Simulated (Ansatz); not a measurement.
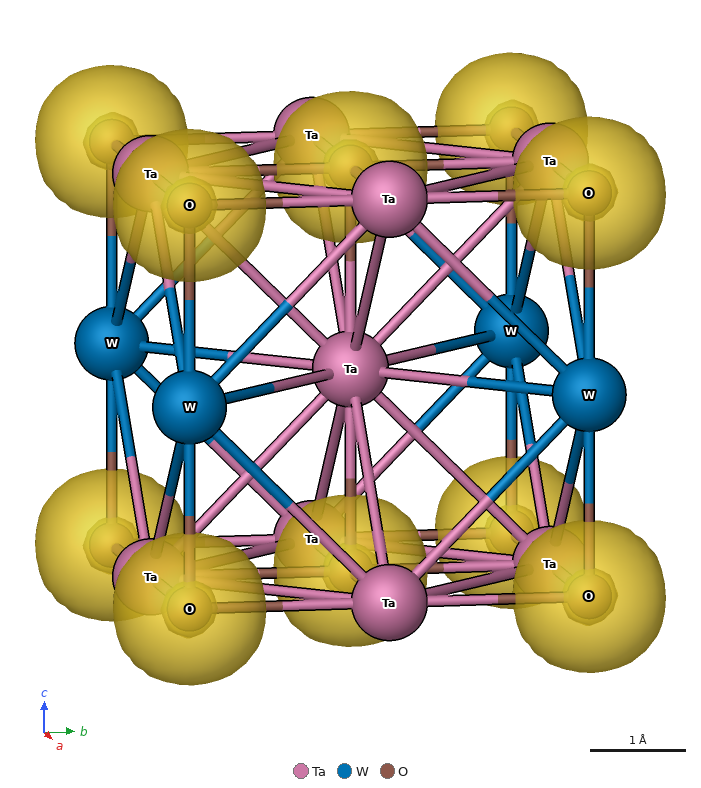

*Ta$_{3}$WO$_{2}$. Isosurface of the ELF at 0.6 (yellow), seen slightly off an axis. Only the valence region is drawn (cores and ρ < 0.01 e/Å³ removed). Sticks mark near contacts.*

Space group P4/mmm; a structure generated by program, which may or may not match a known phase; computed without spin polarisation.

The calculation used Ansatz, DFT PBE, scalar-relativistic, plane waves, PAW.

Core electrons are frozen (PAW), and the valence fields are smoothed inside the atomic spheres.

**What do the ELF domains correspond to?**

The ELF exceeds this value in two regions wrapped around O (the valence shell of each), counted in one cell of 6 atoms. Any copies at cell faces, edges or corners count once. Along the contacts the grid gives the following. Ta–O (2.16 Å): the ELF peaks at about 0.85 in the valence shell of O, 0.6 Å from its nucleus, and drops to about 0.10 between the two atoms (no shared electron pair shows on this line). W–O (2.16 Å): the ELF peaks at about 0.80 in the valence shell of O, 0.6 Å from its nucleus, and drops to about 0.05 between the two atoms.
